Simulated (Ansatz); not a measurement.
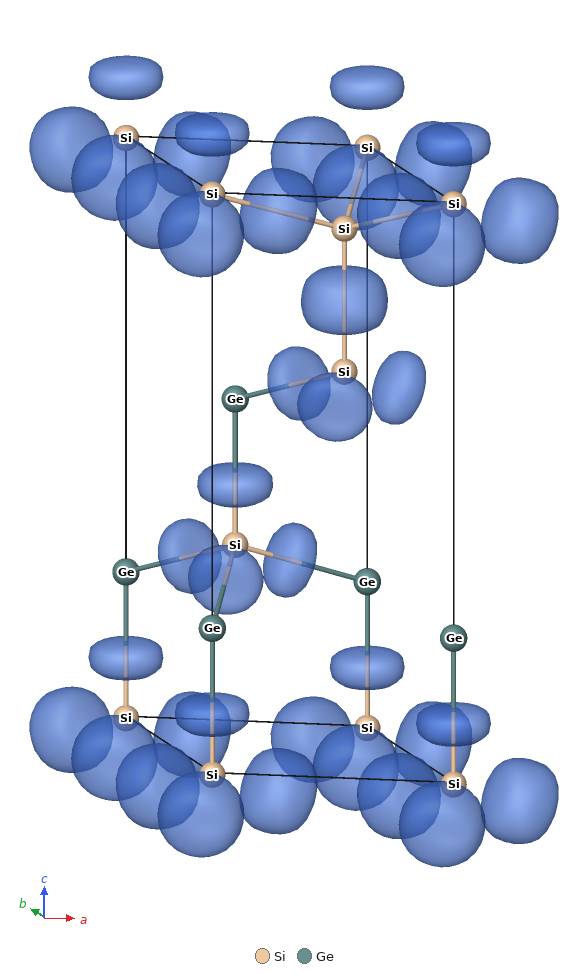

*Si$_{2}$Ge. Isosurface of the ELF at 0.8 (blue), seen slightly off an axis. Only the valence region is drawn (cores and ρ < 0.01 e/Å³ removed). Sticks mark near contacts.*

Space group P3m1; started from the ordered alloy on diamond lattice prototype, which need not be the ambient phase.

Method: DFT, PBE with spin-orbit coupling, plane waves, PAW in Ansatz 0.2.0.

Core electrons are frozen (PAW), and the valence fields are smoothed inside the atomic spheres.

Identify the bonds, lone pairs and shells in this picture.

At this value the surface marks out eight regions between bonded Ge–Si atoms (shared pairs) and four regions between bonded Si–Si atoms (shared pairs), counted in one cell of 6 atoms. Any copies at cell faces, edges or corners count once.

Values along the shortest contacts:
Si–Si (2.35 Å): the ELF peaks at about 0.95 between the atoms: localised, covalent bonding. Si–Ge (2.39 Å): the ELF peaks at about 0.95 between the atoms: a covalent bond.
